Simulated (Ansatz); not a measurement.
# [CF3]+ (SMILES F[C+](F)F): B3LYP/6-31G(d) (spherical functions)

Aim: the vertical ionisation energy of [CF3]+ at B3LYP/6-31G* (spherical functions), from 2 runs. 

The results are computed with Ansatz 0.2.0.

2 further runs of the same task are left out: 2 set aside as unsound or not needed.

### 1 Starting point

The species is [CF3]+ (4 atoms), meant as a singlet with charge +1. As SMILES, `F[C+](F)F`. Geometry: relaxed at PBE0-D4/def2-TZVP.

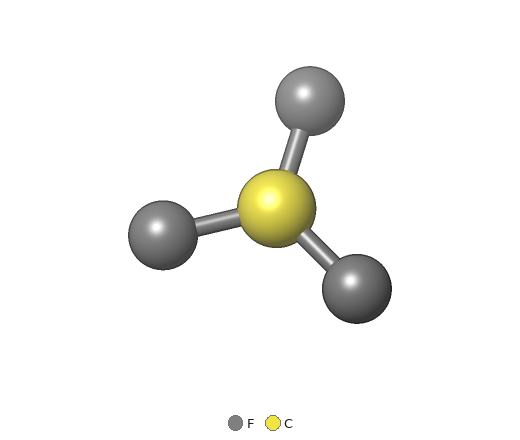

Viewed from a chosen angle; fluorine grey, carbon yellow.

### 2 The energy at B3LYP/6-31G(d) (spherical functions)

Input file molecule.yaml:

```yaml
crystal:
  periodic: [false, false, false]
  atoms:
    - symbol: F
      position_ang: [0.698600, -0.114600, 1.005400]
    - symbol: C
      position_ang: [0.000000, 0.000000, -0.000000]
    - symbol: F
      position_ang: [-0.609500, -0.973400, -0.439400]
    - symbol: F
      position_ang: [-0.089000, 1.088000, -0.566000]
basis:
  gaussian: {orbitals: 6-31G_st_-spherical.json}
total_charge: 1
hamiltonian: {xc: {name: B3LYP}}
accuracy: high
output: {orbitals: {seedname: orbitals}}
```

The basis set 6-31G* is read from a file made from the Basis Set Exchange's data (not shown).

The run is started by

```console
ansatz run molecule.yaml --threads 1 --pin off --max-ram 3480MiB --events-out events.jsonl --progress --plain --runs-dir runs
```

Standard output:

```text
Warning: RAYON_NUM_THREADS=1 ignored (pool sized by the plan → 1); use --threads N
Functional definition: B3LYP
  name "B3LYP"
  parameter a0 = 0.2
  parameter ax = 0.72
  parameter ac = 0.81
  exchange = (1 - a0 - ax)*slater_x + ax*b88_x + a0*exact_x
  correlation = (1 - ac)*vwn_rpa_c + ac*lyp_c
1197 factors; integrals over basis functions are off by at most 3.1e-9 eV
mean field evaluation 1: about -9170.6236 eV, gradient 6.5e1 eV
mean field evaluation 2: about -9163.1657 eV, gradient 9.8e1 eV
mean field evaluation 4: about -9176.2859 eV, gradient 7.1e-1 eV
mean field evaluation 8: about -9176.2815 eV, gradient 8.2e-3 eV
mean field evaluation 16: about -9176.2815 eV, gradient 1.4e-6 eV
mean field -9176.28153049 eV, -337.2221263383 hartree, gradient 1.7e-8 eV, S^2 0.000000; 0 other end points of the search recorded, 0 dependent functions left out
reference -9176.28154747 eV, -337.2221269624 hartree; 16, 16 occupied and 40, 40 virtual orbitals, 1197 factors
Total energy: -9176.28154747 eV, -337.2221269624 hartree
```

It took 2.2 s on 1 thread of Arm Neoverse V1, shared host; peak memory 0.14 GiB.

### 3 Doublet [CF3]2+ at the same level

Input file run.yaml:

```yaml
crystal:
  periodic: [false, false, false]
  atoms:
    - {symbol: F, position_ang: [0.698600, -0.114600, 1.005400]}
    - {symbol: C, position_ang: [0.000000, 0.000000, -0.000000]}
    - {symbol: F, position_ang: [-0.609500, -0.973400, -0.439400]}
    - {symbol: F, position_ang: [-0.089000, 1.088000, -0.566000]}
basis:
  gaussian:
    orbitals: 6-31G_st_-spherical.json
total_charge: 2
magnetization:
  spin_polarized: true
  initial_magnetization: 1
hamiltonian:
  xc: {name: B3LYP}
accuracy: high
output: {orbitals: {seedname: orbitals}}
```

The basis set 6-31G* is read from a file made from the Basis Set Exchange's data (not shown).

The run is started by

```console
ansatz run run.yaml --threads 1 --pin off --max-ram 3480MiB --events-out events.jsonl --progress --plain --runs-dir runs
```

Standard output:

```text
Warning: RAYON_NUM_THREADS=1 ignored (pool sized by the plan → 1); use --threads N
Functional definition: B3LYP
  name "B3LYP"
  parameter a0 = 0.2
  parameter ax = 0.72
  parameter ac = 0.81
  exchange = (1 - a0 - ax)*slater_x + ax*b88_x + a0*exact_x
  correlation = (1 - ac)*vwn_rpa_c + ac*lyp_c
1197 factors; integrals over basis functions are off by at most 3.1e-9 eV
mean field evaluation 1: about -9144.0958 eV, gradient 5.1e1 eV
mean field evaluation 2: about -9136.4289 eV, gradient 7.3e1 eV
mean field evaluation 4: about -9151.0966 eV, gradient 7.0e-1 eV
mean field evaluation 8: about -9151.2514 eV, gradient 5.2e-2 eV
mean field evaluation 16: about -9151.2514 eV, gradient 7.2e-5 eV
mean field evaluation 32: about -9151.0210 eV, gradient 2.5e0 eV
mean field -9151.25143462 eV, -336.3022872813 hartree, gradient 9.8e-9 eV, S^2 0.754744; 2 other end points of the search recorded, 0 dependent functions left out
reference -9151.25145107 eV, -336.3022878857 hartree; 16, 15 occupied and 40, 41 virtual orbitals, 1197 factors
Total energy: -9151.25145107 eV, -336.3022878857 hartree
```

Run time: 5.1 s. Hardware: 1 thread of Arm Neoverse V1, shared host; peak memory 0.19 GiB.

### 4 Summary of results

At B3LYP/6-31G* (spherical functions):

| quantity | value |
| --- | --- |
| singlet [CF3]+: total energy | -337.22213 Eh |
| singlet [CF3]+: HOMO energy | -21.25 eV |
| singlet [CF3]+: LUMO energy | -10.60 eV |
| singlet [CF3]+: HOMO–LUMO gap | 10.65 eV |
| doublet [CF3]2+: total energy | -336.30229 Eh |
| doublet [CF3]2+: HOMO energy (highest over α and β) | -31.88 eV |
| doublet [CF3]2+: LUMO energy (lowest over α and β) | -28.81 eV |
| doublet [CF3]2+: ⟨S²⟩ | 0.755 |
| vertical ionisation energy (to the doublet dication) | 25.030 eV |

In words: Removing an electron at fixed nuclei costs 25.03 eV (577 kcal/mol). The negative HOMO energy of the first species, 21.25 eV, lies 3.78 eV below that difference.
